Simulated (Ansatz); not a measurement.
Molecule (SMILES): F[C]F (closed-shell singlet).
Geometry (B3LYP-D3(BJ)/def2-TZVP, fixed):
```xyz
3

F     -1.0201    -0.2528     0.0305
C     -0.0313     0.5961     0.0011
F      1.0410    -0.1446    -0.0312
```
Charge 0, spin multiplicity 1.

Basis-set convergence of the dipole moment at HF with Ansatz (a first-principles code). Dipoles come from the density behind the forces; the sign is taken along the dipole that this method gives in the largest set. All functions are spherical. The program fits the integrals of some runs and decomposes those of others, by size. A restricted Hartree-Fock determinant is unstable towards unrestricted orbitals. No added dispersion term, no relativity. Reference: the value in aug-pcseg-3, 0.310 D, itself unsure by roughly 0.002 D (its mean distance from aug-cc-pVQZ, def2-QZVPPD). Deviations are taken from unrounded values.

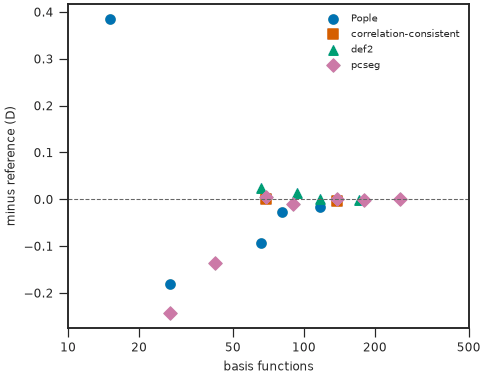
*Deviation from the reference against the number of basis functions, by family of sets.*

```
basis              functions  dipole moment (D)  minus reference (D)
-----------------  ---------  -----------------  -------------------
STO-3G                    15              0.695                0.385
3-21G                     27              0.128               -0.182
pcseg-0                   27              0.067               -0.243
pcseg-1                   42              0.173               -0.137
6-311+G**                 66              0.217               -0.093
def2-SVPD                 66              0.333                0.023
aug-cc-pVDZ               69              0.311                0.000
aug-pcseg-1               69              0.314                0.004
6-311++G(2d,2p)           81              0.282               -0.028
pcseg-2                   90              0.300               -0.010
def2-TZVPP                93              0.324                0.014
6-311++G(3df,3pd)        117              0.294               -0.016
def2-TZVPPD              117              0.311                0.001
aug-cc-pVTZ              138              0.306               -0.004
aug-pcseg-2              138              0.312                0.001
def2-QZVPP               171              0.308               -0.002
pcseg-3                  180              0.308               -0.002
aug-pcseg-3              255              0.310                0.000
```
